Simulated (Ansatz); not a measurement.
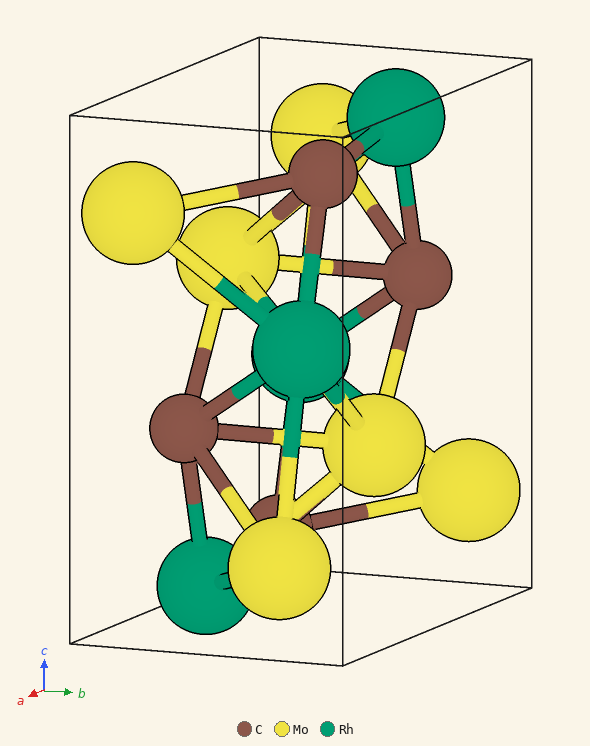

The crystal in a ball-and-stick representation, seen slightly off an axis. The wireframe shows the simulation cell.

```
CELL_PARAMETERS angstrom
5.57190 0.00000 0.00000
0.00000 3.55742 0.00000
0.00000 0.00000 6.41070
ATOMIC_POSITIONS crystal
C 0.75670 0.25000 0.38230
C 0.74330 0.75000 0.88230
C 0.25670 0.25000 0.11770
C 0.24330 0.75000 0.61770
Mo 0.02620 0.25000 0.82950
Mo 0.47380 0.75000 0.32950
Mo 0.52620 0.25000 0.67050
Mo 0.97380 0.75000 0.17050
Rh 0.14180 0.25000 0.43250
Rh 0.35820 0.75000 0.93250
Rh 0.64180 0.25000 0.06750
Rh 0.85820 0.75000 0.56750
```

Theory: DFT, PAW plane waves, PBEsol (Ansatz). Numerical settings: a 420 eV plane-wave basis, the zone sampled with 6×9×5 points, Gaussian smearing of 0.16 eV, no spin polarisation. The pressure of the cell is 17 GPa.

Question: List the Bader charges.

Answer: Mo +1.02 e; Rh -0.09 e; C -0.92 e.

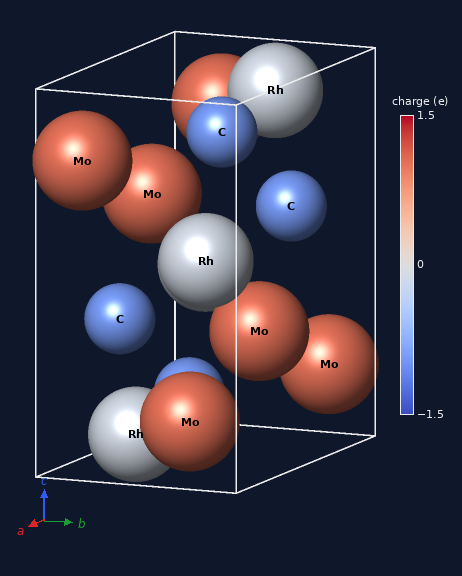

The atoms coloured by those charges.

What is drawn is a generated cell, made by putting these elements into a known structure type (the compound may or may not exist in this form); it hasn't been relaxed. Ansatz was used for an electronic-structure calculation on it.

At this level of theory the cell isn't at rest (compressed, at 17 GPa and forces up to 1.4 eV/Å), so its distances can differ from those at equilibrium, the more so the softer the solid.
